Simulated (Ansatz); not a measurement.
Map of one atom of the cell for Bi2Se3 (Bi2Te3 type, space group R-3m)

Bi2Se3 (Bi2Te3 type, space group R-3m)

```xyz
5
Lattice="2.0407 1.1782 9.2219 -2.0407 1.1782 9.2219 0.0000 -2.3564 9.2219" Properties=species:S:1:pos:R:3 pbc="T T T"
Bi     0.0000     0.0000    11.1175
Bi     0.0000     0.0000    16.5481
Se     0.0000     0.0000     0.0000
Se     0.0000     0.0000     5.7494
Se     0.0000     0.0000    21.9163
```

Two-dimensional scan of atom 1 (Bi, nearest neighbour Se at 2.835 Å; its periodic images, 4.1 Å or more away, move with it): u runs along (0.707, 0.707, 0.000), v along (0.000, 0.000, 1.000) (Cartesian). Cell and other atoms are fixed.

All values below come from PBEsol-D3(BJ) (plane waves to 420 eV, PAW, scalar-relativistic; Ansatz, a first-principles code). k mesh 8×8×8 (Γ-centred), Fermi-Dirac smearing 0.05 eV. The energy includes the smearing's −TS. With partly filled bands, energies and forces of such displacements shift with the k mesh and the smearing. At this level the bands of Bi2Se3 touch or barely overlap; measurements give the solid a gap. Bi2Se3 was relaxed with its symmetry unable to fall. Spin-orbit coupling is left out, though Bi is heavy. The zero of ΔE is the undisplaced structure. Axes are in Å.

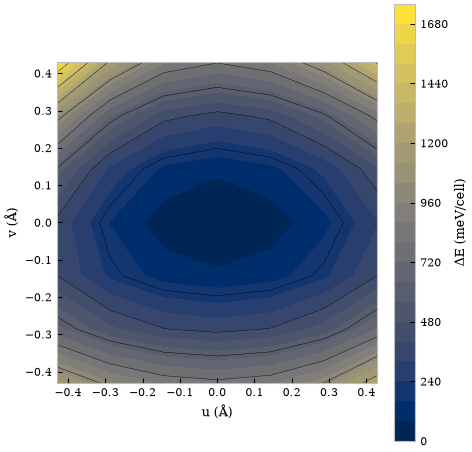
Fig. 1. ΔE (meV/cell) over the 7×7 grid of computed points.

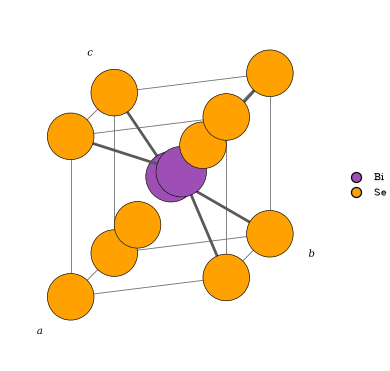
Figure: The cell of the calculation at u = -0.430 Å, v = 0.430 Å.

Principal force constants in the plane (five-point differences of the forces): 3.3 and 9.2 eV/Å². Lowest place on the grid: u = 0.000 Å, v = 0.000 Å (0 meV/cell). Highest place on the grid: u = -0.430 Å, v = 0.430 Å (1731 meV/cell). Centre of the map: a minimum. Softest direction at the centre: along u.

(A displaced cell: forces are minus the slopes of the energy, force constants its curvatures, and phonons follow from these.)
